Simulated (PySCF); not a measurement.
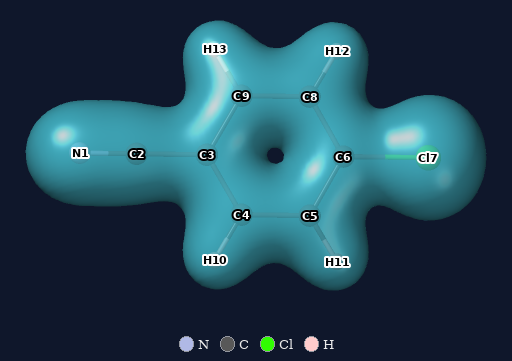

Figure 1: C7H4ClN. Isosurface of the total electron density at 0.2 e/Å³ (cyan), seen across its widest extent.

Geometry: PBE0-D3(BJ)/def2-TZVP.

Computed with PBE0/pcSseg-2, SCF density, gas phase, non-relativistic (PySCF).

```xyz
13

N     3.5935   -0.6804   -0.4388
C     2.4699   -0.4676   -0.3021
C     1.0789   -0.2048   -0.1324
C     0.6097    1.1087   -0.1416
C    -0.7381    1.3644    0.0228
C    -1.6160    0.3038    0.1964
Cl   -3.2954    0.6204    0.4014
C    -1.1631   -1.0079    0.2077
C     0.1852   -1.2610    0.0430
H     1.3066    1.9260   -0.2780
H    -1.1131    2.3794    0.0175
H    -1.8653   -1.8197    0.3444
H     0.5531   -2.2793    0.0494
```

How is the density connected at this value?

At this value the surface is in one piece. It bridges the sampled C–N (1.15 Å), C–C (1.38 Å), C–Cl (1.72 Å) and C–H (1.08 Å) contacts, where the density stays above the isovalue. On the grid the lowest density along these lines, outside the cores, is 3.4 e/Å³ (C–N, 1.15 Å), 2.2 e/Å³ (C–C, 1.38 Å), 1.4 e/Å³ (C–Cl, 1.72 Å) and 2 e/Å³ (C–H, 1.08 Å).
